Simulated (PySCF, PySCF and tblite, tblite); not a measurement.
**C5H8O3: a path driven as rotation about a bond, and NMR exchange**

How fast is rotation about a bond in C5H8O3 (`COC(=O)/C=C(/C)O`), and when do the exchanging lines merge?

Computed with tblite 0.8.0 (tight binding) and PySCF 2.14.0 (DFT, with response routines of our own); each step states its level. Atoms count from 0 throughout.

### Step 1. The starting structure

16 atoms, charge 0, multiplicity 1; geometry from: force field or distance geometry start.

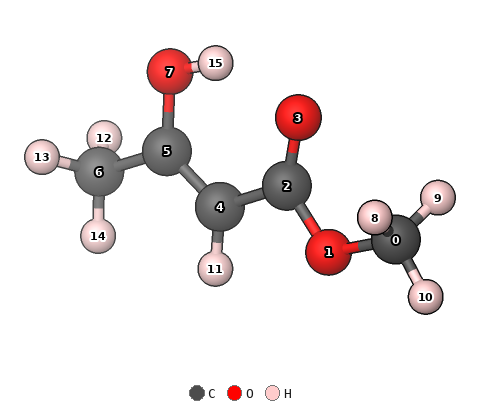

The starting geometry (carbon dark grey, oxygen red, hydrogen pink), atoms numbered.

### Step 2. GFN2-xTB relaxation, start minimum

What the job is given:

```
{"job": {"xc": "GFN2-xTB", "basis": "xTB", "kind": "relax"}, "charge": 0, "multiplicity": 1}
C      3.144100     0.003800     0.534000
O      1.756000     0.123400     0.895200
C      0.911800    -0.050600    -0.125300
O      1.187100    -0.266100    -1.304000
C     -0.478100     0.087900     0.378400
C     -1.549200    -0.028300    -0.439800
C     -2.950300     0.112100     0.054400
O     -1.447900    -0.278500    -1.787600
H      3.405700     0.775800    -0.192800
H      3.340900    -0.992200     0.140800
H      3.738600     0.153400     1.431200
H     -0.595600     0.287500     1.431200
H     -3.514700    -0.811600    -0.122900
H     -3.450600     0.931400    -0.461200
H     -2.995500     0.319600     1.135500
H     -0.509900    -0.358600    -2.030000
```

Launch:

```sh
$ OMP_NUM_THREADS=1 python ens_run.py task.json out
```

The driver reads the study from task.json and runs its stages one after another.

Standard output:

```text
step      E/eV     max force
  0    -734.22168    1.710
  1    -734.31334    0.641
  2    -734.32775    0.406
  3    -734.33617    0.219
  4    -734.34073    0.192
  5    -734.34723    0.174
  6    -734.34956    0.130
  7    -734.35074    0.090
  8    -734.35147    0.082
  9    -734.35237    0.090
 10    -734.35374    0.100
 11    -734.35527    0.123
 12    -734.35643    0.098
 13    -734.35711    0.058
 14    -734.35757    0.051
 15    -734.35802    0.065
 16    -734.35852    0.081
 17    -734.35908    0.089
 18    -734.35976    0.084
 19    -734.36062    0.082
 20    -734.36150    0.077
 21    -734.36217    0.073
 22    -734.36260    0.057
 23    -734.36293    0.046
 24    -734.36322    0.039
 25    -734.36346    0.038
 26    -734.36364    0.034
 27    -734.36375    0.027
 28    -734.36382    0.020
 29    -734.36386    0.012
 30    -734.36388    0.012
 31    -734.36389    0.010
 32    -734.36391    0.009
 33    -734.36391    0.005
 34    -734.36392    0.005
 35    -734.36392    0.005
 36    -734.36392    0.004
 37    -734.36392    0.004
 38    -734.36392    0.003
 39    -734.36393    0.004
 40    -734.36393    0.004
 41    -734.36393    0.003
 42    -734.36393    0.003
 43    -734.36393    0.002
```

Run time: 0.24 s. Hardware: 1 thread of Intel Xeon Platinum 8488C, shared host.

Relaxing gained 0.142 eV and moved the atoms by 0.07 Å on average (rms).

### Step 3. Relaxed scan, rotation

What the job is given:

```
{"job": {"xc": "GFN2-xTB", "basis": "xTB", "coordinate": [["t", [1, 2, 4, 5], 0.25], ["t", [1, 2, 4, 11], 0.25], ["t", [3, 2, 4, 5], 0.25], ["t", [3, 2, 4, 11], 0.25]], "kind": "drive"}, "charge": 0, "multiplicity": 1}
C      3.139546    -0.003956     0.488386
O      1.787511     0.115573     0.899190
C      0.864488    -0.033431    -0.061204
O      1.162745    -0.260569    -1.228993
C     -0.488143     0.100998     0.425866
C     -1.542281    -0.021711    -0.417163
C     -2.961863     0.106526     0.029663
O     -1.398638    -0.267362    -1.713001
H      3.376962     0.750681    -0.264748
H      3.322262    -0.992870     0.062097
H      3.741937     0.144412     1.380715
H     -0.623319     0.300289     1.472826
H     -3.496101    -0.814418    -0.196814
H     -3.444274     0.908315    -0.526321
H     -3.020378     0.311393     1.092994
H     -0.428056    -0.334926    -1.906285
```

Standard output:

```text
point  coordinate     E/eV
  0    104.300     -734.32525
  1    118.800     -734.22070
  2    133.600     -734.07210
  3    148.900     -733.92587
  4    164.300     -733.81995
  5    179.900     -733.77638
  6    195.400     -733.79803
  7    210.900     -733.88214
  8    225.900     -733.98669
  9    240.700     -734.08767
 10    255.300     -734.14438
 11    269.900     -734.16042
```

Wall time 2.3 s (1 thread of Intel Xeon Platinum 8488C, shared host).

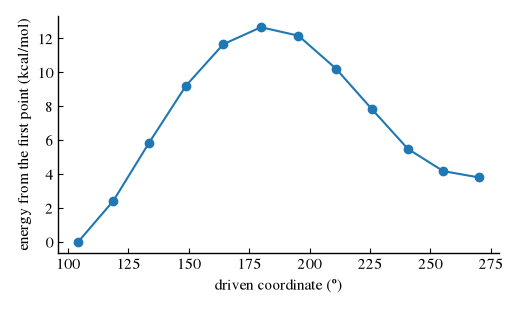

Energy along the scan.

### Step 4. Nudged elastic band, leg 1

Changed since step 3:

```diff
@@ -1,2 +1,2 @@
-{"job": {"xc": "GFN2-xTB", "basis": "xTB", "coordinate": [["t", [1, 2, 4, 5], 0.25], ["t", [1, 2, 4, 11], 0.25], ["t", [3, 2, 4, 5], 0.25], ["t", [3, 2, 4, 11], 0.25]], "kind": "drive"}, "charge": 0, "multiplicity": 1}
+{"job": {"xc": "GFN2-xTB", "basis": "xTB", "kind": "neb"}, "charge": 0, "multiplicity": 1}
 C      3.139546    -0.003956     0.488386
```

Standard output:

```text
image   E - E0 / eV
  0       0.0000
  1       0.1603
  2       0.4999
  3       0.5841
  4       0.3831
  5       0.2188
  6       0.1966
```

Run time: 1.8 s. Hardware: 1 thread of Intel Xeon Platinum 8488C, shared host.

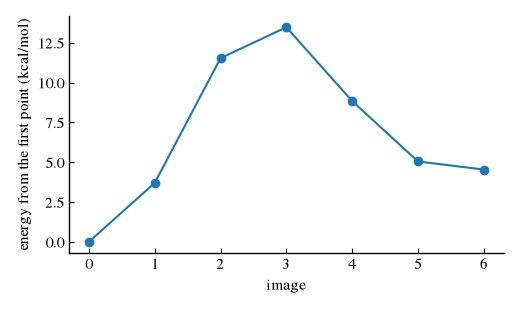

Energy along the band.

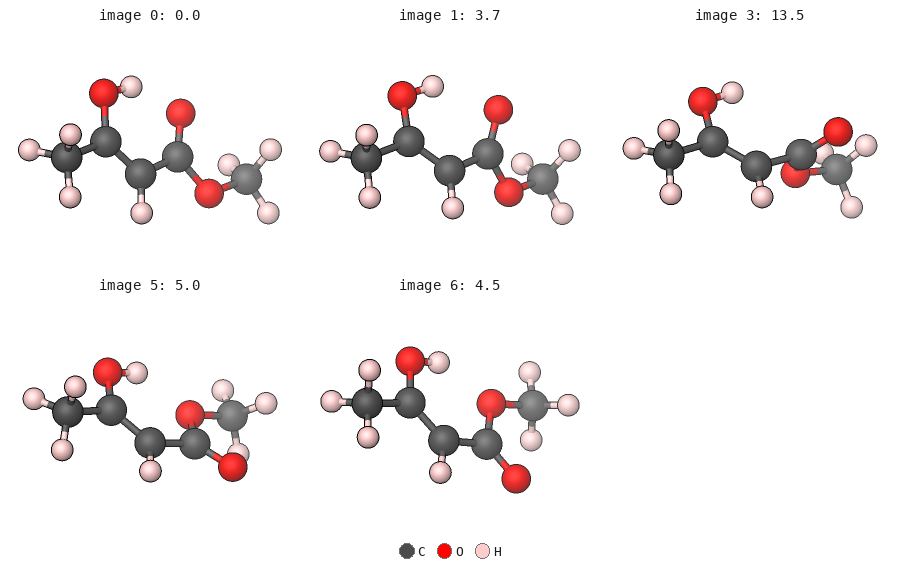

Images along the band, with energies in kcal/mol.

### Step 5. Saddle search, leg 1

What the job is given:

```
{"job": {"xc": "GFN2-xTB", "basis": "xTB", "kind": "saddle"}, "charge": 0, "multiplicity": 1}
C      2.976436    -0.416546     0.351847
O      1.561293    -0.369609     0.484386
C      0.917511     0.704103    -0.006582
O      1.457232     1.585773    -0.622856
C     -0.528151     0.651740     0.337908
C     -1.445419    -0.081900    -0.291530
C     -2.893949    -0.090098     0.086183
O     -1.185746    -0.878520    -1.355943
H      3.316251     0.394756    -0.294935
H      3.245996    -1.382369    -0.073336
H      3.420744    -0.311645     1.342654
H     -0.815792     1.296952     1.150949
H     -3.296988    -1.087214    -0.070117
H     -3.446635     0.599762    -0.549675
H     -3.025319     0.204003     1.122195
H     -0.257465    -0.819187    -1.611148
```

Standard output:

```text
step      E/eV     max force
  0    -733.77982   0.0408
  1    -733.77574   0.3134
  2    -733.77869   0.0928
  3    -733.77942   0.0358
  4    -733.77879   0.0384
  5    -733.77818   0.0432
  6    -733.77762   0.0281
  7    -733.77736   0.0464
  8    -733.77789   0.0378
  9    -733.77819   0.1030
 10    -733.77826   0.0205
 11    -733.77863   0.0106
 12    -733.77906   0.0269
 13    -733.77881   0.0051
 14    -733.77904   0.0102
 15    -733.77925   0.0100
 16    -733.77946   0.0117
 17    -733.77958   0.0235
 18    -733.77966   0.0204
 19    -733.77970   0.0090
 20    -733.77950   0.0527
 21    -733.77971   0.0022
lowest wavenumbers (cm-1): -97.8 29.1 83.7 99.3 109.0 207.4
```

It took 4.8 s on 1 thread of Intel Xeon Platinum 8488C, shared host; peak memory 0.2 GiB.

Point group C1; 1 imaginary mode, 98i cm⁻¹, carried by O3, O7, O1. Steps downhill from it reached both ends.

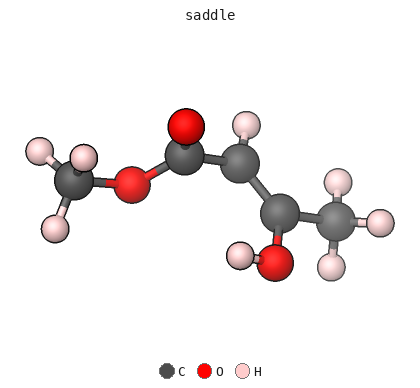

The saddle point.

### Step 6. Shieldings, start: revPBE/pcSseg-1

What the job is given:

```
{"job": {"kind": "nmr", "xc": "revPBE", "basis": "pcSseg-1", "pop": false}, "charge": 0, "multiplicity": 1}
C      3.139546    -0.003956     0.488386
O      1.787511     0.115573     0.899190
C      0.864488    -0.033431    -0.061204
O      1.162745    -0.260569    -1.228993
C     -0.488143     0.100998     0.425866
C     -1.542281    -0.021711    -0.417163
C     -2.961863     0.106526     0.029663
O     -1.398638    -0.267362    -1.713001
H      3.376962     0.750681    -0.264748
H      3.322262    -0.992870     0.062097
H      3.741937     0.144412     1.380715
H     -0.623319     0.300289     1.472826
H     -3.496101    -0.814418    -0.196814
H     -3.444274     0.908315    -0.526321
H     -3.020378     0.311393     1.092994
H     -0.428056    -0.334926    -1.906285
```

Standard output:

```text
coarse grid: 13648 points
cycle   1  E = -420.5467742955  dE =  1.179e+00  |g| = 1.109e+00  |ddm| = 3.625e+00
cycle   2  E = -419.7423970466  dE =  8.044e-01  |g| = 2.291e+00  |ddm| = 2.568e+00
cycle   3  E = -420.7024423991  dE = -9.600e-01  |g| = 5.751e-01  |ddm| = 2.122e+00
cycle   4  E = -420.7698251106  dE = -6.738e-02  |g| = 1.609e-01  |ddm| = 5.225e-01
cycle   5  E = -420.7730557242  dE = -3.231e-03  |g| = 8.202e-02  |ddm| = 1.461e-01
cycle   6  E = -420.7744984734  dE = -1.443e-03  |g| = 1.631e-02  |ddm| = 7.799e-02
cycle   7  E = -420.7745505706  dE = -5.210e-05  |g| = 6.822e-03  |ddm| = 1.943e-02
cycle   8  E = -420.7745606778  dE = -1.011e-05  |g| = 2.971e-03  |ddm| = 8.332e-03
cycle   9  E = -420.7745626318  dE = -1.954e-06  |g| = 7.706e-04  |ddm| = 2.938e-03
final grid: 132640 points
cycle  10  E = -420.8726397423  dE = -4.819e-06  |g| = 2.620e-02  |ddm| = 5.207e-02
cycle  11  E = -420.8721704011  dE =  4.693e-04  |g| = 5.605e-02  |ddm| = 5.376e-02
cycle  12  E = -420.8727560279  dE = -5.856e-04  |g| = 7.445e-03  |ddm| = 4.156e-02
cycle  13  E = -420.8727666049  dE = -1.058e-05  |g| = 1.660e-03  |ddm| = 5.584e-03
cycle  14  E = -420.8727671081  dE = -5.032e-07  |g| = 4.567e-04  |ddm| = 1.474e-03
cycle  15  E = -420.8727671548  dE = -4.670e-08  |g| = 8.856e-05  |ddm| = 4.403e-04
cycle  16  E = -420.8727671567  dE = -1.909e-09  |g| = 2.183e-05  |ddm| = 1.088e-04
cycle  17  E = -420.8727671568  dE = -1.131e-10  |g| = 6.558e-06  |ddm| = 2.831e-05
converged SCF energy = -420.8727671568

GIAO shielding tensors (ppm)
atom      isotropic    diamagn.    paramagn.     s11        s22        s33       span
  0 C      129.556     242.371    -112.815    100.174    114.669    173.827     73.652
  1 O      141.453     399.900    -258.447    -11.396    212.017    223.738    235.134
  2 C        9.151     253.100    -243.948    -68.552     24.915     71.091    139.643
  3 O      -11.890     405.840    -417.730   -203.101   -132.284    299.716    502.817
  4 C       91.586     258.098    -166.512     13.806    122.869    138.084    124.278
  5 C        5.481     254.166    -248.685    -93.193      4.202    105.433    198.626
  6 C      158.478     247.424     -88.946    140.892    148.888    185.655     44.763
  7 O      145.319     394.096    -248.777     14.847    116.853    304.258    289.412
  8 H       27.725      28.541      -0.816     24.050     25.721     33.404      9.354
  9 H       27.729      28.552      -0.823     24.053     25.721     33.413      9.361
 10 H       28.090      27.624       0.465     24.618     26.586     33.065      8.448
 11 H       26.797      36.011      -9.214     23.882     25.470     31.038      7.155
 12 H       29.615      27.385       2.230     26.300     27.651     34.894      8.594
 13 H       29.622      27.367       2.255     26.297     27.671     34.897      8.600
 14 H       30.184      29.780       0.405     26.339     29.721     34.493      8.154
 15 H       19.107      33.980     -14.874      7.217     18.483     31.620     24.403
```

It took 30 s on 1 thread of Intel Xeon Platinum 8488C, shared host; peak memory 0.63 GiB.

This run: HOMO -5.74 eV, LUMO -1.59 eV; dipole 1.59 D.

### Step 7. Shieldings, saddle of leg 1: revPBE/pcSseg-1

What the job is given:

```
{"job": {"kind": "nmr", "xc": "revPBE", "basis": "pcSseg-1", "pop": false}, "charge": 0, "multiplicity": 1}
C      2.980710    -0.433146     0.342308
O      1.577996    -0.356889     0.563880
C      0.911912     0.686219     0.043689
O      1.423562     1.540654    -0.632718
C     -0.529982     0.622385     0.411680
C     -1.447471    -0.036872    -0.294410
C     -2.897908    -0.093454     0.064749
O     -1.174694    -0.733548    -1.425372
H      3.286828     0.334617    -0.371231
H      3.205266    -1.426207    -0.045685
H      3.493374    -0.282180     1.292820
H     -0.804125     1.172888     1.295035
H     -3.202386    -1.132516     0.173107
H     -3.487254     0.342033    -0.739917
H     -3.091047     0.441921     0.987633
H     -0.244780    -0.645904    -1.665570
```

Standard output:

```text
coarse grid: 13648 points
cycle   1  E = -420.4943110554  dE =  1.176e+00  |g| = 1.146e+00  |ddm| = 3.609e+00
cycle   2  E = -419.5273005681  dE =  9.670e-01  |g| = 2.469e+00  |ddm| = 2.732e+00
cycle   3  E = -420.6374037526  dE = -1.110e+00  |g| = 7.001e-01  |ddm| = 2.262e+00
cycle   4  E = -420.7349074718  dE = -9.750e-02  |g| = 1.772e-01  |ddm| = 5.737e-01
cycle   5  E = -420.7389510553  dE = -4.044e-03  |g| = 8.829e-02  |ddm| = 1.547e-01
cycle   6  E = -420.7405923879  dE = -1.641e-03  |g| = 1.917e-02  |ddm| = 7.938e-02
cycle   7  E = -420.7406379250  dE = -4.554e-05  |g| = 1.304e-02  |ddm| = 2.447e-02
cycle   8  E = -420.7406791871  dE = -4.126e-05  |g| = 2.506e-03  |ddm| = 1.255e-02
cycle   9  E = -420.7406805595  dE = -1.372e-06  |g| = 6.661e-04  |ddm| = 2.851e-03
final grid: 132640 points
cycle  10  E = -420.8420953102  dE =  6.918e-07  |g| = 2.550e-02  |ddm| = 4.206e-02
cycle  11  E = -420.8416817664  dE =  4.135e-04  |g| = 5.348e-02  |ddm| = 5.068e-02
cycle  12  E = -420.8422020631  dE = -5.203e-04  |g| = 7.958e-03  |ddm| = 3.879e-02
cycle  13  E = -420.8422149230  dE = -1.286e-05  |g| = 1.560e-03  |ddm| = 5.991e-03
cycle  14  E = -420.8422153527  dE = -4.297e-07  |g| = 5.271e-04  |ddm| = 1.332e-03
cycle  15  E = -420.8422153942  dE = -4.157e-08  |g| = 2.926e-04  |ddm| = 5.872e-04
cycle  16  E = -420.8422154149  dE = -2.065e-08  |g| = 4.852e-05  |ddm| = 2.813e-04
cycle  17  E = -420.8422154155  dE = -5.643e-10  |g| = 1.545e-05  |ddm| = 5.986e-05
converged SCF energy = -420.8422154155

GIAO shielding tensors (ppm)
atom      isotropic    diamagn.    paramagn.     s11        s22        s33       span
  0 C      132.634     243.438    -110.804     92.863    125.331    179.710     86.847
  1 O      118.482     403.035    -284.553    -66.391    196.435    225.401    291.792
  2 C       15.111     254.709    -239.598    -81.202     59.480     67.055    148.256
  3 O     -109.147     402.681    -511.828   -402.294   -232.343    307.195    709.489
  4 C       87.171     259.540    -172.369     10.544    123.407    127.562    117.018
  5 C       25.567     252.542    -226.974    -70.858     39.738    107.822    178.681
  6 C      160.403     246.704     -86.301    143.773    151.744    185.692     41.918
  7 O      187.990     392.814    -204.824    116.916    205.024    242.031    125.115
  8 H       26.210      29.157      -2.947     22.861     25.865     29.905      7.045
  9 H       28.367      29.004      -0.637     23.993     27.087     34.021     10.028
 10 H       28.410      27.789       0.621     23.814     26.683     34.735     10.921
 11 H       26.972      34.054      -7.082     25.231     26.370     29.317      4.085
 12 H       29.733      27.969       1.764     26.235     27.822     35.142      8.907
 13 H       29.667      27.018       2.649     26.147     27.598     35.257      9.110
 14 H       30.207      29.090       1.117     26.574     29.429     34.618      8.044
 15 H       27.303      36.204      -8.901     20.707     27.312     33.890     13.182
```

Wall time 35 s (1 thread of Intel Xeon Platinum 8488C, shared host); peak memory 0.64 GiB.

Key values: HOMO -5.42 eV, LUMO -1.02 eV; dipole 1.71 D.

The fields below are evaluated on a grid from the run's orbitals.

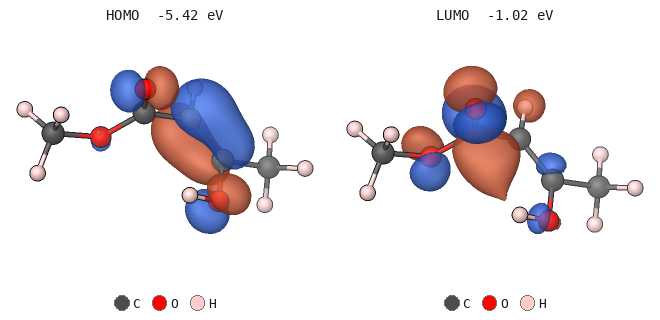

revPBE/pcSseg-1 orbitals near the gap, drawn at the value that encloses 70 % of each; the two colours are the two signs.

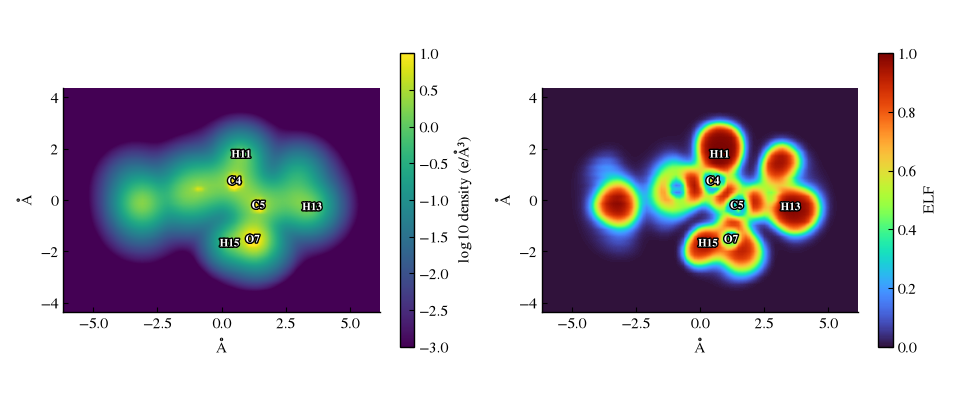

Density (left) and ELF (right) in a plane through or near 6 of the atoms.

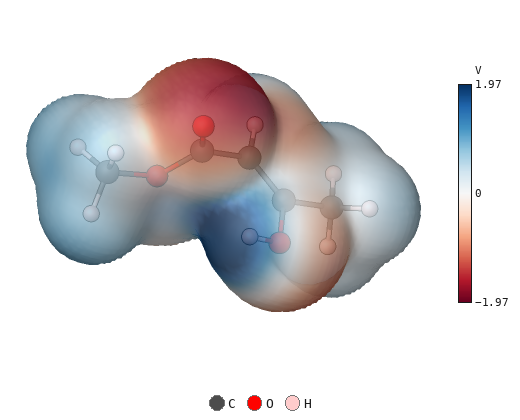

The potential that a unit positive charge feels on the 0.002 e/bohr³ surface, from -1.56 V near O3 to 1.97 V near H15.

### Step 8. Shieldings, end: revPBE/pcSseg-1

What the job is given:

```
{"job": {"kind": "nmr", "xc": "revPBE", "basis": "pcSseg-1", "pop": false}, "charge": 0, "multiplicity": 1}
C      2.866184    -0.386653    -0.170429
O      1.447952    -0.335446    -0.182865
C      0.888372     0.744012     0.450902
O      1.572663     1.584231     0.981330
C     -0.563563     0.758657     0.413761
C     -1.376682    -0.147435    -0.167112
C     -2.865952    -0.020280    -0.138479
O     -0.964278    -1.237663    -0.820051
H      3.280093     0.462229    -0.718074
H      3.140762    -1.322528    -0.650985
H      3.236374    -0.357029     0.855965
H     -0.995825     1.607191     0.917623
H     -3.293386    -0.896151     0.346431
H     -3.245448     0.005483    -1.158380
H     -3.174824     0.875222     0.388732
H      0.008111    -1.275929    -0.810019
```

Standard output:

```text
coarse grid: 13648 points
cycle   1  E = -420.5249553197  dE =  1.171e+00  |g| = 1.133e+00  |ddm| = 3.639e+00
cycle   2  E = -419.4805044151  dE =  1.044e+00  |g| = 2.489e+00  |ddm| = 3.426e+00
cycle   3  E = -420.6650651655  dE = -1.185e+00  |g| = 6.878e-01  |ddm| = 3.011e+00
cycle   4  E = -420.7603818852  dE = -9.532e-02  |g| = 1.628e-01  |ddm| = 6.174e-01
cycle   5  E = -420.7623361389  dE = -1.954e-03  |g| = 1.134e-01  |ddm| = 1.859e-01
cycle   6  E = -420.7651215796  dE = -2.785e-03  |g| = 3.102e-02  |ddm| = 1.180e-01
cycle   7  E = -420.7653312855  dE = -2.097e-04  |g| = 1.358e-02  |ddm| = 3.547e-02
cycle   8  E = -420.7653698507  dE = -3.857e-05  |g| = 3.134e-03  |ddm| = 1.192e-02
cycle   9  E = -420.7653721779  dE = -2.327e-06  |g| = 6.903e-04  |ddm| = 3.625e-03
final grid: 132640 points
cycle  10  E = -420.8653179597  dE =  8.409e-06  |g| = 2.612e-02  |ddm| = 4.556e-02
cycle  11  E = -420.8648509958  dE =  4.670e-04  |g| = 5.607e-02  |ddm| = 5.774e-02
cycle  12  E = -420.8654324982  dE = -5.815e-04  |g| = 7.865e-03  |ddm| = 4.509e-02
cycle  13  E = -420.8654439651  dE = -1.147e-05  |g| = 1.657e-03  |ddm| = 6.098e-03
cycle  14  E = -420.8654444785  dE = -5.135e-07  |g| = 4.733e-04  |ddm| = 1.523e-03
cycle  15  E = -420.8654445149  dE = -3.635e-08  |g| = 2.606e-04  |ddm| = 6.035e-04
cycle  16  E = -420.8654445318  dE = -1.695e-08  |g| = 5.482e-05  |ddm| = 2.798e-04
cycle  17  E = -420.8654445326  dE = -7.294e-10  |g| = 1.312e-05  |ddm| = 6.045e-05
converged SCF energy = -420.8654445326

GIAO shielding tensors (ppm)
atom      isotropic    diamagn.    paramagn.     s11        s22        s33       span
  0 C      130.275     241.588    -111.313     98.534    118.167    174.124     75.590
  1 O      156.616     405.370    -248.753     -7.111    207.275    269.685    276.796
  2 C       17.645     251.519    -233.874    -71.665     61.739     62.863    134.528
  3 O      -89.560     402.810    -492.369   -334.940   -196.571    262.832    597.772
  4 C       88.118     256.733    -168.615     21.538    119.138    123.677    102.139
  5 C       11.444     252.996    -241.551    -88.291     14.534    108.090    196.381
  6 C      158.427     247.331     -88.904    140.122    149.873    185.286     45.163
  7 O      151.967     394.979    -243.012     46.306    133.274    276.322    230.017
  8 H       27.813      28.293      -0.480     23.876     25.518     34.045     10.169
  9 H       28.133      28.857      -0.724     24.537     26.718     33.145      8.608
 10 H       27.575      28.375      -0.801     23.816     25.376     33.532      9.717
 11 H       26.849      34.190      -7.341     23.269     26.455     30.822      7.553
 12 H       29.644      27.735       1.909     26.314     27.759     34.858      8.545
 13 H       29.655      27.674       1.980     26.304     27.794     34.866      8.563
 14 H       30.127      29.050       1.078     26.141     29.649     34.592      8.451
 15 H       22.675      35.775     -13.099     12.410     21.879     33.737     21.327
```

Run time: 30 s. Hardware: 1 thread of Intel Xeon Platinum 8488C, shared host; peak memory 0.68 GiB.

Key values: HOMO -5.81 eV, LUMO -1.57 eV; dipole 2.05 D.

(Part 1 of 2 ends here.)
